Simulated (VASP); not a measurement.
```
CELL_PARAMETERS angstrom
      3.79920     0.00000     0.00000
      0.00000     3.79920     0.00000
      0.00000     0.00000     3.79920
ATOMIC_POSITIONS crystal
  Ba 0.00000 0.00000 0.00000
  S  0.50000 0.50000 0.50000
```

All values below come from PBEsol GGA, VASP's PBE PAW potentials (set 64) (plane waves; VASP). Settings: 400 eV cut-off, 8×8×8 Γ-centred mesh, tetrahedra with Blöchl corrections, potentials Ba_sv S.

Unless said otherwise, spin-orbit coupling is left out, though it shifts the bands of the heavy elements here.

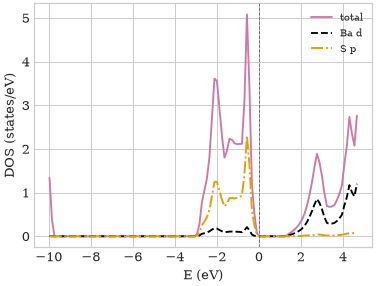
Figure. Total and projected density of states, zero at the valence-band maximum

Within 2 eV below the valence-band maximum the largest weight inside VASP's projection spheres is S p.

The gap is indirect, 1.27 eV, from the valence maximum at M to the conduction minimum at Γ.

The structure was generated: BaS was put into the CsCl type type (Pm-3m), which need not be its known phase. It was relaxed first, which changed the volume by -24 %.
